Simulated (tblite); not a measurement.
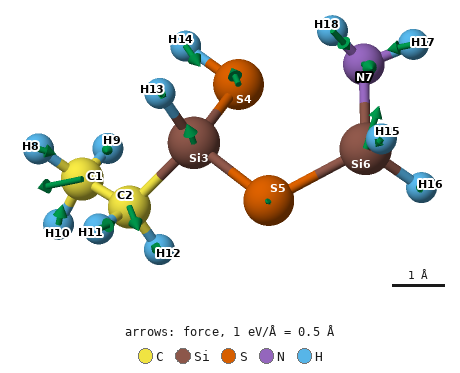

Starting geometry of C2H11NS2Si2 with the computed forces as green arrows. Style: ball-and-stick. Shown at a tilt.

Method: GFN2-xTB geometry optimisation, gas phase (tblite 0.8.0). 

**Is this structure relaxed? If not, where do the atoms go?**

It isn't relaxed: the largest force vector, on C1, is 2.23 eV/Å. The final displacements have little in common with the starting forces (cosine between the two patterns 0.13). The atom that moves furthest after the best rigid fit is H14 (1.76 Å). By element the largest moves are H 1.76 Å, S 1.22 Å, N 1.09 Å, Si 0.48 Å, C 0.31 Å. Among the contacts that change: Si6–N7 1.791 → 1.716 Å, S4–H14 1.393 → 1.324 Å, N7–H18 1.048 → 1.008 Å, C1–C2 1.484 → 1.522 Å. Among the angles between lasting bonds that change: N7–Si6–H15 105.8° → 119.0°, Si6–N7–H17 107.6° → 119.3°, Si3–S4–H14 107.2° → 95.6°. Groups turn about S5–Si6 by about 60°, Si3–S4 by about 25°, C2–Si3 by about 20°. After 203 geometry steps the energy has fallen by 0.640 eV.
